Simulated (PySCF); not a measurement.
In(OH)2(OMe), SMILES C[O][In]([OH])[OH] (CH5InO3) at its B3LYP/def2-SVP optimised geometry (Å):

```
10

In    -0.9168     0.3214     0.0000
O     -1.8407    -1.4555    -0.0128
H     -1.1938    -2.1763    -0.0105
O     -1.9912     2.0110     0.0000
H     -2.9378     1.8050     0.0044
O      1.0867     0.3214     0.0000
C      1.8743     1.4879     0.0422
H      1.7432     2.0698     0.9761
H      2.9378     1.1901    -0.0092
H      1.6867     2.1763    -0.8054
```

Level of theory: B3LYP/def2-TZVP, def2 effective core potentials past Kr run with PySCF 2.14.0. The core electrons that the potentials of In replace are not part of the density.

Map of the deformation density (molecule minus spherical neutral atoms) (e/bohr³) on the plane z = 1.0 Å:

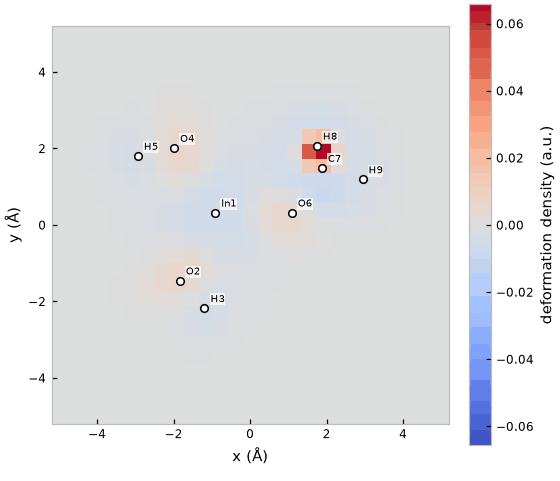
*Deformation density (molecule minus spherical neutral atoms) (e/bohr³) on the plane z = 1.0 Å.*
